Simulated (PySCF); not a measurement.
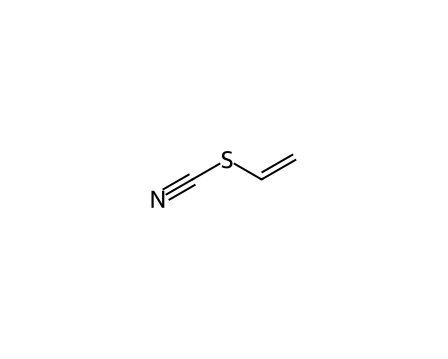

Skeletal drawing of a molecule.

Transcribe the drawing into SMILES.

C=CSC#N

What is the molecular formula?

C3H3NS.

An optimisation with PBE0-D3(BJ)/def2-SVP gave a structure of which point group?

Cs. Other conformers may differ.

The parts below concern this one geometry. Atoms keep their numbers from picture to picture. The geometry was computed by an optimisation with PBE0-D3(BJ)/def2-SVP. No frequency run is at hand to confirm it as a minimum.

### Geometry

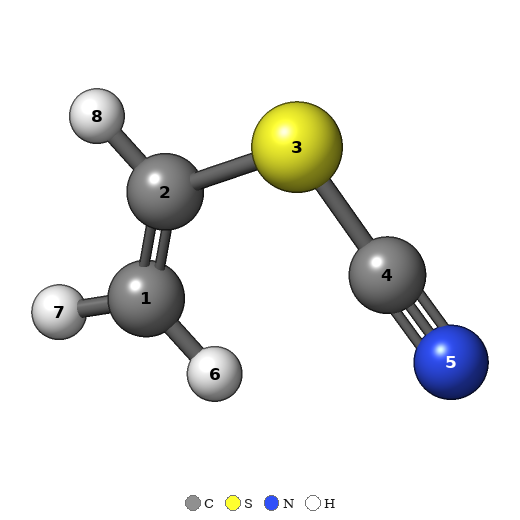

No frequency run is at hand to confirm it as a minimum.

How are the neighbours of atom 3 arranged?

S3 has 2 neighbours (C2 at 1.77, C4 at 1.69 Å); the arrangement is bent.

Describe the coordination of atom 1.

C1 has 3 neighbours (C2 at 1.33, H6 at 1.09, H7 at 1.09 Å); the arrangement is trigonal planar.

What is the geometry at C2?

C2 has 3 neighbours (C1 at 1.33, S3 at 1.77, H8 at 1.09 Å); the arrangement is trigonal planar.

What is the geometry at C4?

C4 has 2 neighbours (S3 at 1.69, N5 at 1.16 Å); the arrangement is linear.

What is the dihedral angle C1–C2–S3–C4?

0° in size, that is syn (eclipsed).

### Polarisability

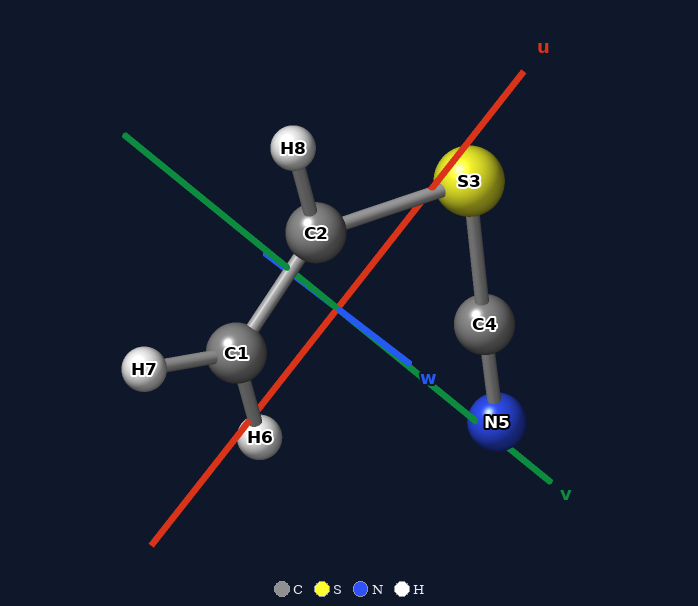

The lines u, v and w are the principal axes of the static dipole polarisability. No frequency run is at hand to confirm it as a minimum. Level of theory: CAM-B3LYP/def2-SVPD in cyclohexane (IEF-PCM) (PySCF 2.14.0).

Along which axis is the molecule most polarisable, and along which least?

Most along v (in the molecular plane, close to the long direction C2···N5), least along w (normal to the molecular plane).

Give the three principal values.

u 75.7, v 82.0, w 44.2 bohr³; mean 67.3, anisotropy 35.1 bohr³.

### Charges

The questions are on IAO charges. No frequency run is at hand to confirm it as a minimum. Properties computed with PBE0/pcSseg-1 in chloroform (IEF-PCM) (PySCF 2.14.0).

Which atom carries the highest charge (most positive or least negative)?

S3 (0.32 e).

And the lowest?

C1 (−0.31 e).

List the IAO charges.

| atom | value (e) |
| --- | --- |
| C1 | −0.31 |
| C2 | −0.26 |
| S3 | 0.32 |
| C4 | −0.02 |
| N5 | −0.27 |
| H6 | 0.17 |
| H7 | 0.18 |
| H8 | 0.19 |

### Quadrupole coupling

No frequency run is at hand to confirm it as a minimum. Electric field gradients from the ground-state density, PBE0/pcSseg-1 in chloroform (IEF-PCM) (PySCF 2.14.0), non-relativistic apart from any core potentials.

Give the largest field-gradient component, the quadrupole coupling constant and the asymmetry for 33S at S3 (Q = −67.81 mb), 14N at N5 (Q = 20.44 mb), 2H at H6 (Q = 2.86 mb), 2H at H7 (Q = 2.86 mb).

```tsv
atom	V_zz (a.u.)	e²qQ/h (MHz)	η
S3	−2.738	43.6	0.95
N5	−0.866	−4.16	0.49
H6	0.298	0.200	0.07
H7	0.305	0.205	0.06
```
